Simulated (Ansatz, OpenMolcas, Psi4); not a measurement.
**CH4AlNO (SMILES C1[NH][AlH][O]1): methods side by side**

The species is CH4AlNO (8 atoms), meant as a singlet with charge 0. SMILES: `C1[NH][AlH][O]1`. Geometry: relaxed at PBE0-D4/def2-TZVP.

Quantity: the HOMO–LUMO gap, in eV. The values are calculated.

```csv
level,kind,program,value (eV)
SVWN5/def2-SVPD,LDA,Ansatz,4.40
PBE/def2-SVPD,GGA,Ansatz,4.44
revPBE/def2-SVPD,GGA,Ansatz,4.47
BHLYP/def2-SVPD,global hybrid,Ansatz,8.43
M06-2X/def2-SVPD,hybrid meta-GGA,OpenMolcas,8.40
PBE0/def2-SVPD,global hybrid,OpenMolcas,6.48
CAM-B3LYP/def2-SVPD,range-separated hybrid,Ansatz,8.78
B2PLYP/def2-SVPD (density fitting for correlation),double hybrid,Psi4,8.62
```

The values span 4.40 to 8.78 eV. Orbital gaps aren't excitation energies, and those of double hybrids come from the SCF part alone; they tend to grow with the share of exact exchange.

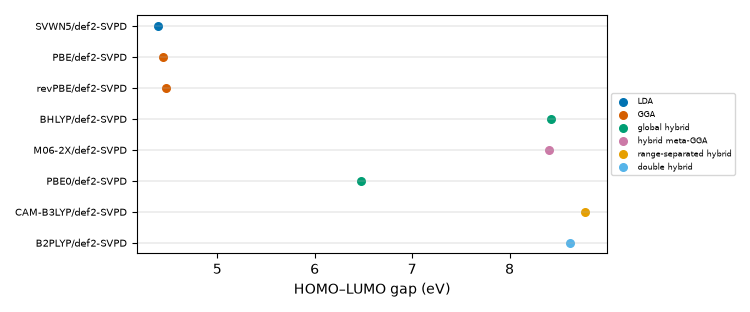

The values of the table, level by level.
